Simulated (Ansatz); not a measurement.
**CCSDT(Q)/STO-3G run of P2H2 (SMILES [H]/P=P/[H])**

What is the energy change on altering one bond length of P2H2 at CCSDT(Q)/STO-3G? 

Program for the calculation: Ansatz 0.2.0.

34 further runs of the same task are left out: 34 set aside as unsound or not needed.

**1. The system as given**

P2H2: 4 atoms, total charge 0, spin state singlet. As SMILES, `[H]/P=P/[H]`. The coordinates come from a GFN2-xTB relaxation.

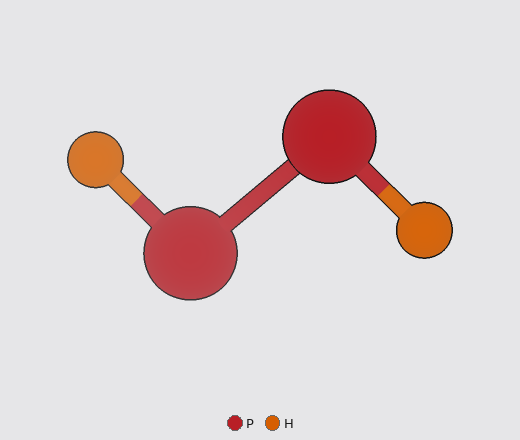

Viewed from a chosen angle; phosphorus red, hydrogen orange.

**2. A single-point energy at CCSDT(Q)/STO-3G**

File molecule.yaml:

```yaml
crystal:
  periodic: [false, false, false]
  atoms:
    - {symbol: P, position_ang: [-0.024370, -1.003630, 0.088350]}
    - {symbol: P, position_ang: [0.024420, 1.003540, -0.088260]}
    - {symbol: H, position_ang: [1.037260, -1.067570, 1.003320]}
    - {symbol: H, position_ang: [-1.037310, 1.067660, -1.003410]}
basis:
  gaussian:
    orbitals: STO-3G
correlation:
  method: ccsdt_q
  frozen_orbitals: {H: 0, P: 5}
accuracy: high
scf:
  omitted_lower_state_checks: [cluster_reference, increment]
```

The run is started by

```console
$ ansatz run molecule.yaml --threads 1 --pin off --max-ram 2610MiB --events-out events.jsonl --progress --plain --runs-dir runs
```

The log of the run, cut to the lines that bear on the results:

```text
Warning: RAYON_NUM_THREADS=1 ignored (pool sized by the plan → 1); use --threads N
Functional definition: HF
  name "HF"
[...]
346 factors; integrals over basis functions are off by at most 4.4e-9 eV
[...]
mean field -18365.51522616 eV, -674.9202359682 hartree, gradient 1.0e-8 eV, S^2 0.000000; 0 other end points of the search recorded, 0 dependent functions left out; unrestricted orbitals would lower it
10 core orbitals not correlated: weight in the atoms' cores, before any rotation towards them, 1.000 or more for the frozen orbitals, at most 0.000 for the correlated occupied ones
reference -18365.51522616 eV, -674.9202359682 hartree; 6, 6 occupied and 4, 4 virtual orbitals, 346 factors
second order -2.82335598 eV of doubles, -0.00000000 eV of singles
cycle   1  -3.18437822 eV  change   -4.8e-1 eV  update   7.8e-2
[...]
cycle  23  -3.56545346 eV  change  -1.4e-10 eV  update  3.5e-10
perturbative correction -0.01940400 eV, -0.0007130839 hartree
WARN: these amplitudes may be one of several solutions (largest doubles amplitude 0.29, level shift 0.76 eV)
Total energy: -18369.10008363 eV, -675.0519770500 hartree
Checks for a lower state left out: cluster_reference, increment
```

Run time: 0.2 s. Hardware: 1 thread of Arm Neoverse V2, shared host.

**3. The distorted shape at the same level**

File in.yaml:

```yaml
crystal:
  periodic: [false, false, false]
  atoms:
    - symbol: P
      position_ang: [0.241092, -1.019662, 0.317163]
    - symbol: P
      position_ang: [0.289882, 0.987508, 0.140553]
    - symbol: H
      position_ang: [1.302722, -1.083602, 1.232133]
    - symbol: H
      position_ang: [-1.037310, 1.067660, -1.003410]
basis:
  gaussian:
    orbitals: STO-3G
correlation:
  method: ccsdt_q
  frozen_orbitals: {H: 0, P: 5}
accuracy: high
scf:
  omitted_lower_state_checks: [cluster_reference, increment]
```

The run is started by

```console
$ ansatz run in.yaml --threads 1 --pin off --max-ram 2610MiB --events-out events.jsonl --progress --plain --runs-dir runs
```

The log of the run, cut to the lines that bear on the results:

```text
Warning: RAYON_NUM_THREADS=1 ignored (pool sized by the plan → 1); use --threads N
[... 2 set-up lines as earlier in the session ...]
[...]
345 factors; integrals over basis functions are off by at most 5.1e-9 eV
[...]
mean field -18364.13589612 eV, -674.8695465242 hartree, gradient 1.9e-8 eV, S^2 0.000000; 0 other end points of the search recorded, 0 dependent functions left out; unrestricted orbitals would lower it
10 core orbitals not correlated: weight in the atoms' cores, before any rotation towards them, 1.000 or more for the frozen orbitals, at most 0.000 for the correlated occupied ones
reference -18364.13589612 eV, -674.8695465242 hartree; 6, 6 occupied and 4, 4 virtual orbitals, 345 factors
second order -3.14539247 eV of doubles, -0.00000000 eV of singles
cycle   1  -3.55811004 eV  change   -5.5e-1 eV  update   8.9e-2
[...]
cycle  26  -4.05650238 eV  change   2.9e-10 eV  update  1.3e-10
perturbative correction -0.02188573 eV, -0.0008042857 hartree
WARN: these amplitudes may be one of several solutions (largest doubles amplitude 0.29, level shift 0.76 eV)
Total energy: -18368.21428423 eV, -675.0194245227 hartree
Checks for a lower state left out: cluster_reference, increment
```

It took 0.2 s on 1 thread of Arm Neoverse V2, shared host.

**4. What came out**

Level: CCSDT(Q)/STO-3G, 10 core orbitals frozen.

| quantity | value |
| --- | --- |
| first shape: total energy | -675.05198 Eh |
| first shape: correlation energy (10 core orbitals frozen) | -131.7 mEh |
| first shape: T1 diagnostic | 0.006 |
| distorted shape: total energy | -675.01942 Eh |
| distorted shape: correlation energy (10 core orbitals frozen) | -149.9 mEh |
| distorted shape: T1 diagnostic | 0.008 |
| energy change with the P2–H4 bond stretched from 1.403 to 1.754 Å | 0.886 eV |

**Reading.** With the P2–H4 bond stretched from 1.403 to 1.754 Å the energy rises by 0.89 eV (85.5 kJ/mol). The first shape isn't relaxed at this level, so the change isn't measured from a minimum. The minimal basis adds a large error of its own. The restricted solution (first shape) is unstable to spin breaking: an unrestricted one lies lower. The restricted solution (distorted shape) is unstable to spin breaking: an unrestricted one lies lower.
